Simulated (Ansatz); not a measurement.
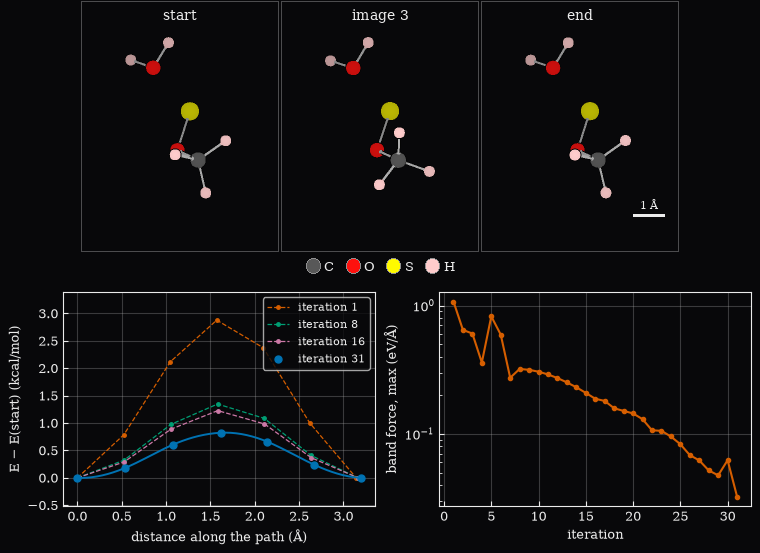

A search for the minimum-energy path of CH$_{5}$O$_{2}$S (charge +1) by the nudged elastic band. Images are numbered from 0 (start) to 6 (end). The plot follows the band through its iterations. Style: ball-and-stick. Shown from a free direction.

Level of theory: Ansatz 0.2.0, RKS revPBE-D4/def2-SVP. Run with 5 movable images; climbing image; force threshold 0.05 eV/Å; iteration limit 60; optimiser FIRE; largest step 0.02 Å; starting path by image-dependent pair potential.

### Did the band converge, and can the barrier be trusted?

The run is converged, with reservations. The band converged in 31 iterations. The largest component of the band force went from 1.1 to 0.032 eV/Å. The climbing image converged on the top of the path. Its curvatures weren't checked. The step length is far from the usual. The first iteration put the highest image at 2.88 kcal/mol. The barrier is about 0.82 kcal/mol in both directions, with image 3 at the top; the ends have the same energy.
